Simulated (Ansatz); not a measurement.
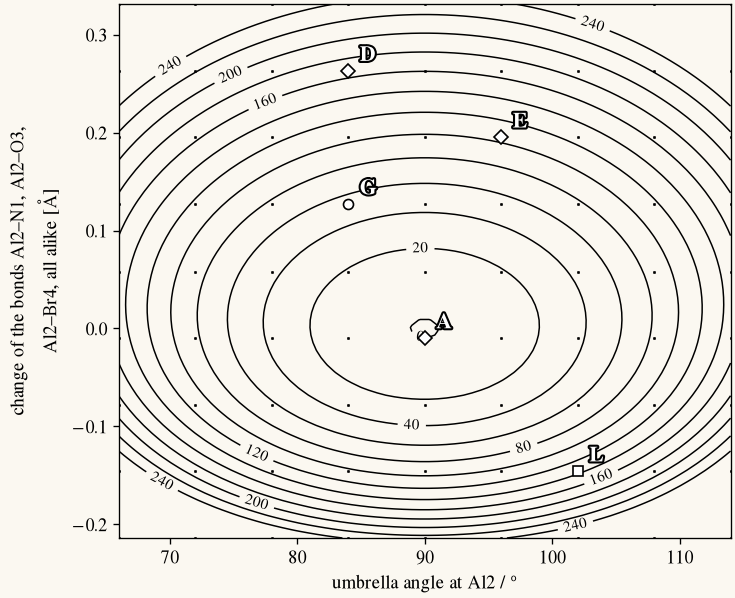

AlBrH2NO, SMILES [NH2][Al]([O-])[Br], charge −1. 
- First axis: umbrella angle at Al2 (between each of its bonds and their common axis; 90 is planar). Second axis: change of the bonds Al2–N1, Al2–O3, Al2–Br4, all alike.
- Nothing is relaxed (all other coordinates rigid).
- The scan uses a 9 × 9 grid; 49 points were computed and 32 follow by symmetry.
- Points are written as (first, second).
- Energies are in kJ/mol, from the lowest grid point.
- Level of theory: Ansatz 0.2.0, RKS wB97M-V/def2-SVPD.

Drawn: contour lines labelled in kJ/mol (none above 240), dots at the grid points, lettered points. Between grid points the surface is interpolated.

Q: Is L the lowest point of the computed grid?

A: No. L lies 136 kJ/mol above the lowest grid point, which is at (90°, −0.010 Å).

Q: What kind of point is each of A, D, E, G, L: minimum, saddle, maximum or slope?

A: A: minimum; D: on a slope; E: on a slope; G: on a slope; L: on a slope. (In these two coordinates alone; a stationary point may lie a little off the grid point.)
